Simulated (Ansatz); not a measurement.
Input

```
crystal:
  periodic: [false, false, false]
  atoms:
    - {symbol: As, position_ang: [-0.093045, -2.422909, 1.154248]}
    - {symbol: Ga, position_ang: [-1.421162, -0.587950, 1.988715]}
    - {symbol: H, position_ang: [-1.964614, 0.498732, 0.997188]}
    - {symbol: H, position_ang: [-1.677722, -0.453911, 3.529174]}
    - {symbol: H, position_ang: [-1.064313, -2.597381, -0.016745]}
basis:
  gaussian:
    orbitals: def2-TZVPD
magnetization:
  spin_polarized: true
  initial_magnetization: 1
hamiltonian:
  xc: pbe0
output: {forces: true, orbitals: {seedname: orbitals}}
```

Launched as:

```sh
ansatz run input.yaml --threads 1 --pin off --max-ram 2610MiB --events-out events.jsonl --progress --plain --runs-dir runs
```

Geometry: r2SCAN-D4/def2-SVP.

Computed with isolated molecule in a Gaussian basis; Kohn-Sham density functional theory, functional PBE0 (Ansatz 0.2.0).

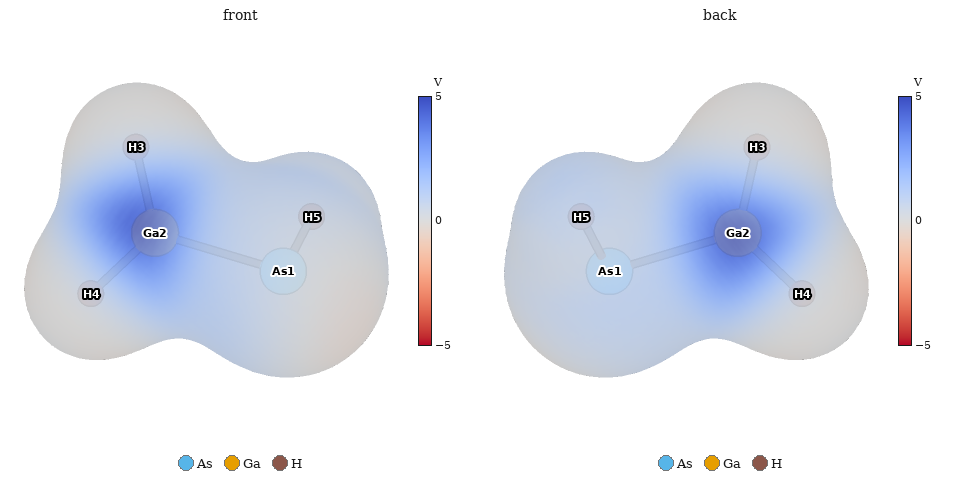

AsGaH3 (SMILES [GaH2][AsH]) (doublet). The electrostatic potential painted on the density surface at 0.004 e/bohr³, seen from the front and from behind; the colour scale runs from red (negative) to blue (positive).

Question: Which sites attract a positive test charge, and which a negative one?

Answer: A positive charge is drawn to the negative regions and a negative charge to the positive ones. The most negative region (about −0.2 V) lies over As1, the most positive (about +4.1 V) over Ga2.

Question: What dipole moment does the calculation give?

Answer: Its dipole moment is 0.38 D.
